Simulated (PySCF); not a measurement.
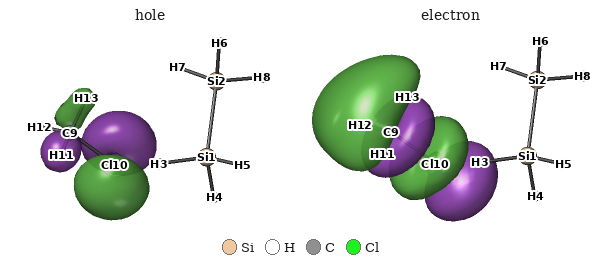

Figure 1: CH₉ClSi₂, SMILES `[SiH3][SiH3].CCl`. Leading natural transition orbital pair of S₃ (TDA singlet states); the surfaces enclose about 85 % of each orbital's density.

Method: BHandHLYP/def2-SVP; geometry: GFN2-xTB; program: PySCF. The pair's geometry is semi-empirical, so its contact may be too short or too long. GFN2-xTB bond lengths at metals and heavier atoms can be off by up to 0.1 Å and shapes distorted, which carries into these values. Without diffuse functions Rydberg states are missing, so the states' numbers hold for this basis only.

Where does the state lie, and where do hole and electron sit?

Answer. 8.22 eV (151 nm), f = 0.005; the leading pair carries 88 %; hole on Cl10 (74 %) and C9 (7 %), electron on Cl10 (39 %), C9 (31 %) and H11, H12 and H13 (6 % each); their centroids lie 0.8 Å apart; S₂ and S₄ lie within 0.1 eV of it. The HOMO–LUMO gap is 11.00 eV.
